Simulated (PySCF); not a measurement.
Core-level calculation of CH₇NOSi₃

System: CH₇NOSi₃.
Method: delta-SCF UKS HF, pcX-2 on the ionised atom, pcseg-1 elsewhere, spin-free X2C (PySCF 2.14.0).

Figures and captions count atoms from 1; the log counts them from 0 in places.

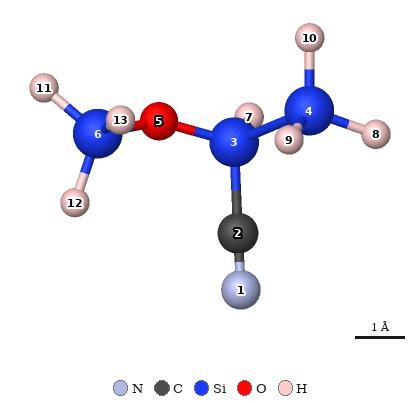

**Figure 1.** The structure as given in the input (ball-and-stick view, seen at a tilt; atoms are numbered from 1 in the order of the input). Bond lengths as drawn: C–N 1.16 Å, C–Si 1.87 Å, H–Si 1.49 Å, O–Si 1.65 to 1.67 Å and Si–Si 2.34 Å.

Results in brief:

| quantity | value |
| --- | --- |
| outcome | converged |
| hardware | 1 CPU thread, shared host |
| wall time | 97 s |
| peak memory | 0.67 GiB |

The core-hole state is spin-contaminated.

The input:
```
{"job": {"kind": "xps", "xc": "HF"}, "charge": 0, "multiplicity": 1}
N     -1.561546     2.735327     0.850192
C     -1.097697     1.924662     0.161750
Si    -0.372849     0.568031    -0.898619
Si    -1.675042    -1.347608    -0.536174
O      1.191897     0.329570    -0.437593
Si     2.213582     0.053076     0.851249
H     -0.403249     1.070088    -2.297264
H     -3.098968    -1.060698    -0.883679
H     -1.571637    -1.730510     0.903879
H     -1.163426    -2.462449    -1.389319
H      3.590153    -0.107283     0.310079
H      2.156325     1.204809     1.796180
H      1.797250    -1.194392     1.559227
```

The first line tells a small driver script what to run in PySCF; the rest is the geometry in Å.

Launch command:
```bash
OMP_NUM_THREADS=1 python <driver script> task.json out
```

What the program printed:
```
ground state, core basis on atom 0 (N), 162 functions
  cycle   1  E = -1039.65940051  |g| = 6.79e-01
  cycle   2  E = -1039.74462807  |g| = 5.21e-01
  cycle   3  E = -1039.79974886  |g| = 8.58e-02
  cycle   4  E = -1039.80247356  |g| = 3.81e-02
  cycle   5  E = -1039.80282371  |g| = 8.82e-03
  cycle   6  E = -1039.80285326  |g| = 2.73e-03
  cycle   7  E = -1039.80285620  |g| = 6.44e-04
  cycle   8  E = -1039.80285635  |g| = 1.51e-04
  E(ground) = -1039.80285635 Eh
hole in N 1s of atom 0
  cycle   1  E = -1024.20602990  |g| = 1.82e+00
  cycle   2  E = -1024.46264506  |g| = 1.24e+00
[... 9 cycles left out ...]
  E(ion) = -1024.91812805 Eh   <S^2> = 1.0087   hole on atom = 1.000   binding energy = 405.034 eV
ground state, core basis on atom 1 (C), 162 functions
[... 4 cycles left out ...]
  E(ground) = -1039.79576872 Eh
hole in C 1s of atom 1
[... 13 cycles left out ...]
  E(ion) = -1029.08738622 Eh   <S^2> = 1.3344   hole on atom = 1.000   binding energy = 291.390 eV
ground state, core basis on atom 2 (Si), 173 functions
[... 5 cycles left out ...]
  E(ground) = -1039.86631496 Eh
hole in Si 1s of atom 2
[... 14 cycles left out ...]
  E(ion) = -971.90924641 Eh   <S^2> = 0.7570   hole on atom = 1.000   binding energy = 1849.206 eV
hole in Si 2p of atom 2
[... 15 cycles left out ...]
  E(ion) = -1035.89710474 Eh   <S^2> = 0.7997   hole on atom = 1.002   binding energy = 108.008 eV
  2p3/2 = 107.793 eV   2p1/2 = 108.387 eV
ground state, core basis on atom 3 (Si), 173 functions
[... 5 cycles left out ...]
  E(ground) = -1039.85486437 Eh
hole in Si 1s of atom 3
[... 9 cycles left out ...]
  E(ion) = -971.95596587 Eh   <S^2> = 0.7551   hole on atom = 1.000   binding energy = 1847.623 eV
hole in Si 2p of atom 3
[... 9 cycles left out ...]
  E(ion) = -1035.93324088 Eh   <S^2> = 0.7631   hole on atom = 1.002   binding energy = 106.713 eV
  2p3/2 = 106.511 eV   2p1/2 = 107.105 eV
ground state, core basis on atom 4 (O), 162 functions
[... 5 cycles left out ...]
  E(ground) = -1039.82843129 Eh
hole in O 1s of atom 4
[... 8 cycles left out ...]
  E(ion) = -1020.07149401 Eh   <S^2> = 0.7677   hole on atom = 1.000   binding energy = 537.614 eV
ground state, core basis on atom 5 (Si), 173 functions
[... 5 cycles left out ...]
  E(ground) = -1039.86420090 Eh
hole in Si 1s of atom 5
[... 8 cycles left out ...]
  cycle   9  E = -971.91849274  |g| = 3.40e-04
  E(ion) = -971.91849274 Eh   <S^2> = 0.7542   hole on atom = 1.000   binding energy = 1848.897 eV
hole in Si 2p of atom 5
  cycle   1  E = -1035.59757311  |g| = 1.20e+00
  cycle   2  E = -1035.88320580  |g| = 3.75e-01
  cycle   3  E = -1035.90552150  |g| = 3.63e-02
  cycle   4  E = -1035.90596347  |g| = 2.11e-02
  cycle   5  E = -1035.90616458  |g| = 6.56e-03
  cycle   6  E = -1035.90621044  |g| = 3.62e-03
  cycle   7  E = -1035.90622886  |g| = 2.07e-03
  cycle   8  E = -1035.90623488  |g| = 7.78e-04
  cycle   9  E = -1035.90623611  |g| = 2.49e-04
  E(ion) = -1035.90623611 Eh   <S^2> = 0.7564   hole on atom = 1.002   binding energy = 107.702 eV
  2p3/2 = 107.489 eV   2p1/2 = 108.083 eV
```

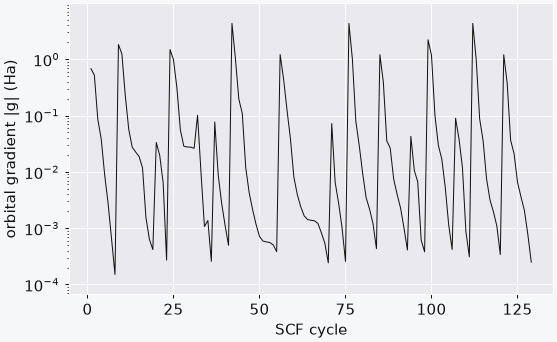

**Figure 2.** Convergence of the self-consistent field: orbital gradient |g| against the SCF cycle. All cycles printed in the log are drawn one after another.

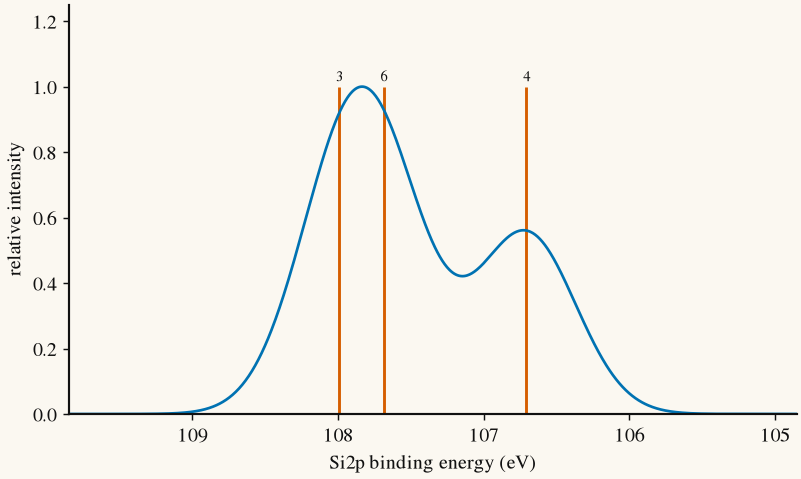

**Figure 3.** Si2p binding energies by ΔSCF of the atoms computed, labelled by atom number, with a Gaussian envelope of 0.8 eV full width. They run from 106.71 eV (atom 4) to 107.99 eV (atom 3).
